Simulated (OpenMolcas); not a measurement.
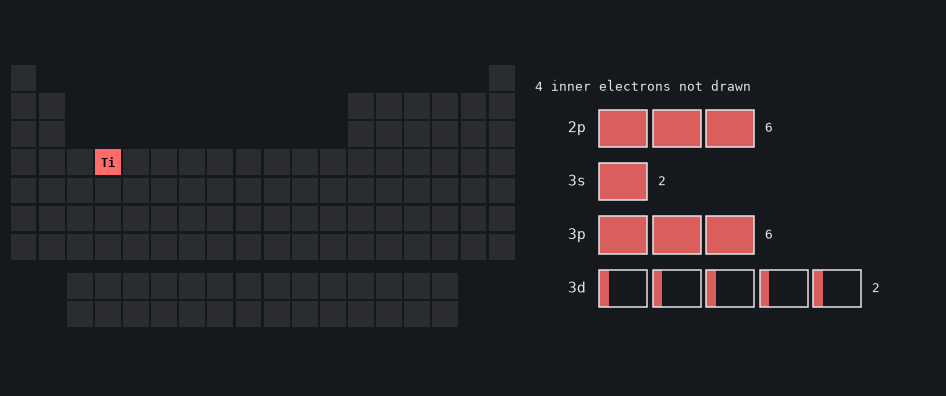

*Left, the place of titanium in the periodic table; right, the outer shells of the leading configuration of the lowest level: a box for each of the 2l + 1 orbitals, shaded by the share of the shell that is filled, with the electron count at the right.*

Run report: Ti²⁺, multiconfigurational calculation

System: Ti²⁺, among 6 point charges of −1.6 e at 2.08 Å, octahedron (Oh), whose field is part of the energies.
Method: state-averaged CASSCF, active space 2 electrons in the shell 3d, basis ANO-RCC-VDZP, DKH2 scalar Hamiltonian, spin-orbit coupling by RASSI with atomic mean-field integrals (OpenMolcas).

Log (extracts):
```
--- SEWARD ---
Basis set label: TI.ANO-RCC...5S4P2D1F.

      Electronic valence basis set:
      ------------------
      Associated Effective Charge  22.000000 au
      Associated Actual Charge     22.000000 au
      Nuclear Model: Point charge

      Shell  nPrim  nBasis  Cartesian Spherical Contaminant
         s      21       5        X
         p      15       4        X
         d      10       2                 X
         f       6       1                 X
                  Relativistic Douglas-Kroll-Hess integrals:
                    - DKH order of Hamiltonian: 2
                    - DKH order of Properties : 0
                  Atomic mean-field integrals
--- RASSCF ---
Wave function specifications:
      -----------------------------

      Number of closed shell electrons          18
      Number of electrons in active shells       2
      Max number of holes in RAS1 space          0
      Max nr of electrons in RAS3 space          0
      Number of inactive orbitals                9
      Number of active orbitals                  5
      Number of secondary orbitals              20
      Spin quantum number                      1.0
      State symmetry                             1
Orbital specifications:
      -----------------------

      Symmetry species                           1   2
                                                ag  au
      Frozen orbitals                            0   0
      Inactive orbitals                          3   6
      Active orbitals                            5   0
      RAS1 orbitals                              0   0
      RAS2 orbitals                              5   0
      RAS3 orbitals                              0   0
      Secondary orbitals                         7  13
      Deleted orbitals                           0   0
      Number of basis functions                 15  19
      Number of CSFs                            10
      Number of root(s) required                10
      Iter CI   SX   CI       RASSCF       Energy    max ROT     max BLB   max BLB  Level Ln srch  Step   QN
          iter iter root      energy       change     param      element    value   shift minimum  type update
 Nr of preliminary CI iterations:   1
        1   1    5    0  -856.92132292    0.00E+00  -8.31E-02    5  11 2 -5.22E-02*  0.61   0.00    SX    NO
        2   1    5    0  -856.93306392   -1.17E-02* -2.57E-02    4  10 2  2.39E-02*  0.65   0.00    SX    NO
        3   1    5    0  -856.93445284   -1.39E-03* -1.29E-02    8  15 1  6.68E-03*  0.65   0.00    SX    NO
        4   1    5    0  -856.93472629   -2.73E-04* -5.76E-03    8  15 1  2.97E-03*  0.65   0.00    SX    NO
        5   1    4    0  -856.93478232   -5.60E-05* -4.71E-03    8  15 1  1.35E-03*  0.65   1.83    LS   YES
        6   1    4    0  -856.93479680   -1.45E-05* -1.57E-04    4  10 2 -3.17E-04*  0.65   1.01    QN   YES
        7   1    4    0  -856.93479693   -1.34E-07*  8.88E-05    4  10 2 -9.29E-05   0.65   1.57    LS   YES
        8   1    4    0  -856.93479695   -2.02E-08*  5.01E-05    1  10 2 -5.14E-05   0.65   1.00    QN   YES
        9   1    3    0  -856.93479696   -6.07E-09  -1.88E-05    4   7 2  1.82E-05   0.65   1.22    QN   YES
      Convergence after  9 iterations
       10   1    3    0  -856.93479696   -7.48E-10  -1.88E-05    4   7 2  7.63E-06   0.65   1.22    QN   YES
      Natural orbitals and occupation numbers for root  1
      sym 1:   0.073472   0.926528   0.000000   0.926528   0.073472
      Natural orbitals and occupation numbers for root  2
      sym 1:   0.053239   0.946761   0.946761   0.053239   0.000000
      Natural orbitals and occupation numbers for root  3
      sym 1:   0.946762   0.053238   0.053238   0.946762  -0.000000
::    RASSCF root number  1 Total energy:   -856.97830881
::    RASSCF root number  2 Total energy:   -856.97830881
::    RASSCF root number  3 Total energy:   -856.97830881
::    RASSCF root number  4 Total energy:   -856.94496086
::    RASSCF root number  5 Total energy:   -856.94496086
::    RASSCF root number  6 Total energy:   -856.94496086
::    RASSCF root number  7 Total energy:   -856.90304063
::    RASSCF root number  8 Total energy:   -856.89170665
::    RASSCF root number  9 Total energy:   -856.89170665
::    RASSCF root number 10 Total energy:   -856.89170665
--- RASSCF ---
Wave function specifications:
      -----------------------------

      Number of closed shell electrons          18
      Number of electrons in active shells       2
      Max number of holes in RAS1 space          0
      Max nr of electrons in RAS3 space          0
      Number of inactive orbitals                9
      Number of active orbitals                  5
      Number of secondary orbitals              20
      Spin quantum number                      0.0
      State symmetry                             1
Orbital specifications:
      -----------------------

      Symmetry species                           1   2
                                                ag  au
      Frozen orbitals                            0   0
      Inactive orbitals                          3   6
      Active orbitals                            5   0
      RAS1 orbitals                              0   0
      RAS2 orbitals                              5   0
      RAS3 orbitals                              0   0
      Secondary orbitals                         7  13
      Deleted orbitals                           0   0
      Number of basis functions                 15  19
      Number of CSFs                            15
      Number of root(s) required                15
      Iter CI   SX   CI       RASSCF       Energy    max ROT     max BLB   max BLB  Level Ln srch  Step   QN
          iter iter root      energy       change     param      element    value   shift minimum  type update
 Nr of preliminary CI iterations:   1
        1   1    4    0  -856.87850202    0.00E+00   1.58E-02    8  15 1 -8.22E-03*  0.65   0.00    SX    NO
        2   1    5    0  -856.87921738   -7.15E-04* -5.27E-03    4  12 2 -7.60E-03*  0.64   0.00    SX    NO
        3   1    5    0  -856.87934826   -1.31E-04*  2.50E-03    4  12 2 -2.74E-03*  0.63   0.00    SX    NO
        4   1    4    0  -856.87937735   -2.91E-05* -1.10E-03    4  12 2 -1.32E-03*  0.63   0.00    SX    NO
        5   1    4    0  -856.87938395   -6.60E-06* -1.01E-03    4  12 2 -6.03E-04*  0.63   1.92    LS   YES
        6   1    4    0  -856.87938590   -1.95E-06* -4.92E-05    4   9 2  5.60E-05   0.63   1.00    QN   YES
        7   1    4    0  -856.87938591   -1.12E-08* -4.39E-05    4   9 2  2.06E-05   0.63   1.68    QN   YES
        8   1    3    0  -856.87938591   -2.37E-09  -1.52E-06    4   9 2 -3.04E-06   0.63   1.01    QN   YES
      Convergence after  8 iterations
        9   1    3    0  -856.87938591   -1.46E-11  -1.52E-06    4   9 2 -1.09E-06   0.63   1.01    QN   YES
      Natural orbitals and occupation numbers for root  1
      sym 1:   0.084663   0.915336   0.000000   0.915337   0.084663
      Natural orbitals and occupation numbers for root  2
      sym 1:   0.933242   0.062627   0.000000   0.939665   0.064466
      Natural orbitals and occupation numbers for root  3
      sym 1:   0.939768   0.933138   0.000000   0.064496   0.062597
::    RASSCF root number  1 Total energy:   -856.92724058
::    RASSCF root number  2 Total energy:   -856.92724058
::    RASSCF root number  3 Total energy:   -856.92724058
::    RASSCF root number  4 Total energy:   -856.92537360
::    RASSCF root number  5 Total energy:   -856.92537360
::    RASSCF root number  6 Total energy:   -856.88178322
::    RASSCF root number  7 Total energy:   -856.88178322
::    RASSCF root number  8 Total energy:   -856.88178322
::    RASSCF root number  9 Total energy:   -856.87935814
::    RASSCF root number 10 Total energy:   -856.87039355
::    RASSCF root number 11 Total energy:   -856.87039355
::    RASSCF root number 12 Total energy:   -856.87039355
::    RASSCF root number 13 Total energy:   -856.83681627
::    RASSCF root number 14 Total energy:   -856.83681627
::    RASSCF root number 15 Total energy:   -856.74879882
--- RASSI ---
SPIN-FREE ENERGIES:
  (Shifted by EMIN (a.u.) =       -856.9783088131)

 SF State       Relative EMIN(au)   Rel lowest level(eV)    D:o, cm**(-1)      L_eff

     1             0.0000000000        0.0000000000              0.0000         2.9
     2             0.0000000000        0.0000000000              0.0000         2.9
     3             0.0000000000        0.0000000000              0.0000         2.9
     4             0.0333479563        0.9074441195           7319.0304         3.0
     5             0.0333479563        0.9074441195           7319.0304         3.0
     6             0.0333479563        0.9074441195           7319.0304         3.0
    11             0.0510682377        1.3896375420          11208.1827         2.7
    12             0.0510682377        1.3896375420          11208.1827         2.7
    13             0.0510682377        1.3896375420          11208.1827         2.7
    14             0.0529352178        1.4404406574          11617.9374         3.0
    15             0.0529352178        1.4404406574          11617.9374         3.0
     7             0.0752681801        2.0481515217          16519.4561         3.0
     9             0.0866021657        2.3565649797          19006.9784         1.1
    10             0.0866021657        2.3565649797          19006.9784         1.1
     8             0.0866021657        2.3565649797          19006.9784         1.1
    16             0.0965255948        2.6265952415          21184.9193         3.5
    17             0.0965255948        2.6265952415          21184.9193         3.5
    18             0.0965255948        2.6265952415          21184.9193         3.5
    19             0.0989506752        2.6925850433          21717.1630         3.6
    20             0.1079152653        2.9365239655          23684.6631         4.0
    21             0.1079152653        2.9365239655          23684.6631         4.0
    22             0.1079152653        2.9365239655          23684.6631         4.0
    23             0.1414925477        3.8502083665          31054.0247         3.3
    24             0.1414925477        3.8502083665          31054.0247         3.3
    25             0.2295099906        6.2452850021          50371.6206         1.4
     Dipole printing threshold changed to   1.00000000E+00
Eigenvalues of complex Hamiltonian:
   -----------------------------------
  (Shifted by EMIN (a.u.) =       -856.9783088131)

 SO State       Relative EMIN(au)   Rel lowest level(eV)    D:o, cm**(-1)     J-value

     1            -0.0004035250        0.0000000000              0.0000         2.1
     2            -0.0004035250        0.0000000000              0.0000         2.2
     3            -0.0003862886        0.0004690245              3.7829         2.1
     4            -0.0003862886        0.0004690245              3.7829         2.2
     5            -0.0003862886        0.0004690245              3.7829         2.2
     6             0.0003621505        0.0208350894            168.0463         2.2
     7             0.0003621505        0.0208350894            168.0463         3.1
     8             0.0003621505        0.0208350894            168.0463         3.1
     9             0.0007409710        0.0311433215            251.1878         3.1
    10             0.0330939978        0.9115140309           7351.8565         2.4
    11             0.0331875475        0.9140596478           7372.3883         2.4
    12             0.0331875475        0.9140596478           7372.3883         2.4
    13             0.0331875475        0.9140596478           7372.3883         2.5
    14             0.0334819123        0.9220697206           7436.9938         2.8
    15             0.0334819123        0.9220697206           7436.9938         2.5
    16             0.0334819123        0.9220697206           7436.9938         2.8
    17             0.0334947422        0.9224188401           7439.8097         2.9
    18             0.0334947422        0.9224188401           7439.8097         2.5
    19             0.0510873612        1.4011383916          11300.9433         2.2
    20             0.0510873612        1.4011383916          11300.9433         2.2
    21             0.0510873612        1.4011383916          11300.9433         2.0
    22             0.0529256201        1.4511599652          11704.3945         2.4
    23             0.0529256201        1.4511599652          11704.3945         2.3
    24             0.0752710570        2.0592102777          16608.6510         2.5
    25             0.0752710570        2.0592102777          16608.6510         2.7
    26             0.0752710570        2.0592102777          16608.6510         2.5
    27             0.0860877624        2.3535478261          18982.6434         0.4
    28             0.0863569085        2.3608716646          19041.7141         0.8
    29             0.0863569085        2.3608716646          19041.7141         1.1
    30             0.0863569085        2.3608716646          19041.7141         0.8
    31             0.0868470887        2.3742101492          19149.2963         1.1
    32             0.0868470887        2.3742101492          19149.2963         1.8
    33             0.0868470887        2.3742101492          19149.2963         1.8
    34             0.0868589250        2.3745322306          19151.8940         2.0
    35             0.0868589250        2.3745322306          19151.8940         1.1
    36             0.0965514103        2.6382781924          21279.1487         2.7
    37             0.0965514103        2.6382781924          21279.1487         2.7
    38             0.0965514103        2.6382781924          21279.1487         3.0
    39             0.0989673072        2.7040180951          21809.3768         2.8
    40             0.1079183745        2.9475890461          23773.9090         3.7
    41             0.1079183745        2.9475890461          23773.9090         3.7
Weights of the five most important spin-orbit-free states for each spin-orbit state.

 SO State  Total energy (au)           Spin-free states, spin, and weights
 -------------------------------------------------------------------------------------------------------
    1        -0.000404       3 1.0  0.5707    2 1.0  0.2796    1 1.0  0.1489    6 1.0  0.0004    5 1.0  0.0003
    2        -0.000404       1 1.0  0.5172    2 1.0  0.3865    3 1.0  0.0954    4 1.0  0.0004    5 1.0  0.0002
    3        -0.000386       2 1.0  0.4945    3 1.0  0.4920    1 1.0  0.0131    5 1.0  0.0001    4 1.0  0.0001
    4        -0.000386       1 1.0  0.4961    2 1.0  0.3111    3 1.0  0.1924    6 1.0  0.0001    5 1.0  0.0001
    5        -0.000386       1 1.0  0.4904    3 1.0  0.3153    2 1.0  0.1940    6 1.0  0.0001    4 1.0  0.0001
    6         0.000362       3 1.0  0.4921    2 1.0  0.4885    1 1.0  0.0192    4 1.0  0.0001    5 1.0  0.0001
    7         0.000362       3 1.0  0.4991    1 1.0  0.4890    2 1.0  0.0116    6 1.0  0.0001    4 1.0  0.0001
    8         0.000362       2 1.0  0.4997    1 1.0  0.4915    3 1.0  0.0085    6 1.0  0.0001    5 1.0  0.0001
    9         0.000741       3 1.0  0.3333    1 1.0  0.3333    2 1.0  0.3333   19 0.0  0.0000   10 1.0  0.0000
   10         0.033094       6 1.0  0.3333    5 1.0  0.3333    4 1.0  0.3333   11 0.0  0.0000    7 1.0  0.0000
   11         0.033188       6 1.0  0.4989    5 1.0  0.4954    4 1.0  0.0036   13 0.0  0.0008   12 0.0  0.0007
   12         0.033188       6 1.0  0.4989    4 1.0  0.4954    5 1.0  0.0036   12 0.0  0.0008   13 0.0  0.0007
```

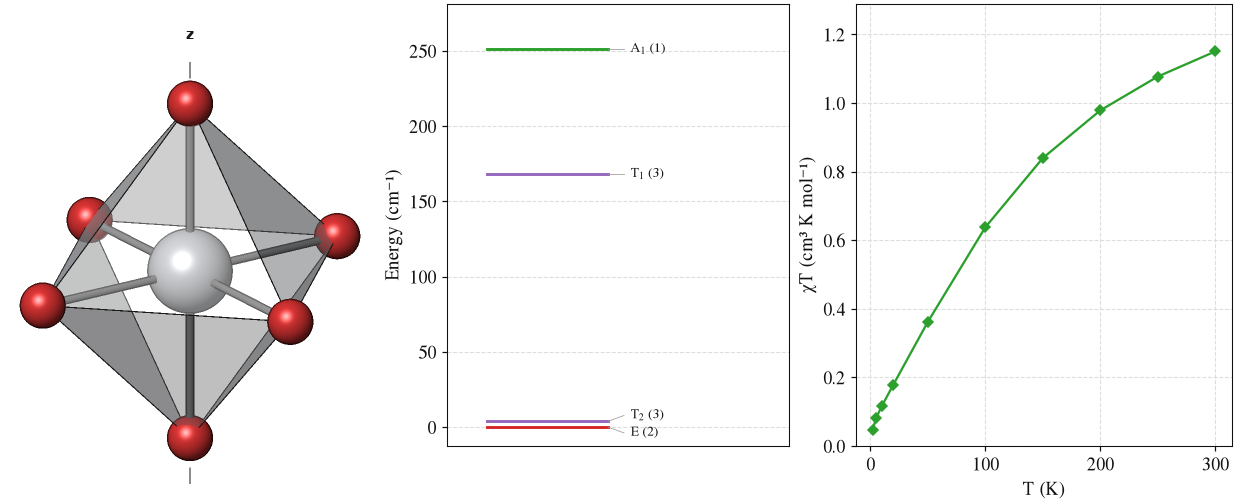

*Ti²⁺ (3d²) among 6 point charges of −1.6 e at 2.08 Å, arranged as: octahedron (Oh), with its levels and susceptibility. Labels give the representation in O, Td, D4 or D3 as the site allows (double group for half-integer spin) where it could be assigned and, in brackets, the degeneracy; spin-free states, where drawn, share the zero of the spin-orbit levels. Powder susceptibility by Van Vleck's formula.*

The ground level is E, doubly degenerate, 100 % from states of spin multiplicity 3. Its principal g values are all close to zero. The next level lies at 3.8 cm⁻¹ (T₂). χT is 0.0474 cm³ K mol⁻¹ at 2 K and 1.15 at 300 K, an effective moment of 3.03 μB.

Input file:
```
&GATEWAY
Coord
1

Ti 0.0 0.0 0.0
Basis=ANO-RCC-VDZP
Group=XYZ
NoMove
AngMom=0.0 0.0 0.0
AMFI
XField
3 Angstrom 0
2.080000 0.000000 0.000000 -1.600000
0.000000 2.080000 0.000000 -1.600000
0.000000 0.000000 2.080000 -1.600000
&SEWARD
&RASSCF
FileOrb=start.orb
Symmetry=1
Spin=3
nActEl=2 0 0
Inactive=3 6
Ras2=5 0
CIRoot=10 10 1
SDav=10
CIMx=300
Iter=120 100
PrWF=0.3
OrbListing=Nothing
MaxOrb=0
>>> COPY $Project.JobIph JOB001
&RASSCF
FileOrb=start.orb
Symmetry=1
Spin=1
nActEl=2 0 0
Inactive=3 6
Ras2=5 0
CIRoot=15 15 1
SDav=15
CIMx=300
Iter=120 100
PrWF=0.3
OrbListing=Nothing
MaxOrb=0
>>> COPY $Project.JobIph JOB002
&RASSI
NrOfJobIphs=2 10 15
1 2 3 4 5 6 7 8 9 10
1 2 3 4 5 6 7 8 9 10 11 12 13 14 15
IphNames
JOB001
JOB002
EJob
SpinOrbit
DIPRint=1.0
SOCoupling=1000.0
Subsets=2
Property=9
'ANGMOM' 1 'ANGMOM' 2 'ANGMOM' 3 'MLTPL  1' 1 'MLTPL  1' 2 'MLTPL  1' 3
'AMFI' 1 'AMFI' 2 'AMFI' 3
SOProperty=3
'ANGMOM' 1 'ANGMOM' 2 'ANGMOM' 3
```

The file start.orb holds starting orbitals from an earlier step. A driver script formed the levels outside the program, from RASSI's spin-orbit matrix and the active-space energies, averaged over the components of each term or state.

Command:
```bash
OMP_NUM_THREADS=1 MOLCAS_MEM=1689 MOLCAS_PROJECT=a pymolcas a.inp > a.log  # once for each step of the input, in one work folder
```

Results in brief:

- outcome: converged
- energy of the lowest spin-free term: −856.97831 hartree
- energy of the lowest spin-orbit level: −856.97871 hartree
- largest spread among components of a term: 0.0 cm⁻¹
- hardware: 1 thread of Intel Xeon (Emerald Rapids), 192 GiB of memory available, shared host
- wall time: 5 s

Notes:

Without dynamic correlation the splittings between terms come out too large, often by 20 to 50 %. To bear in mind: point charges lack covalency, field too small at true ligand charges.
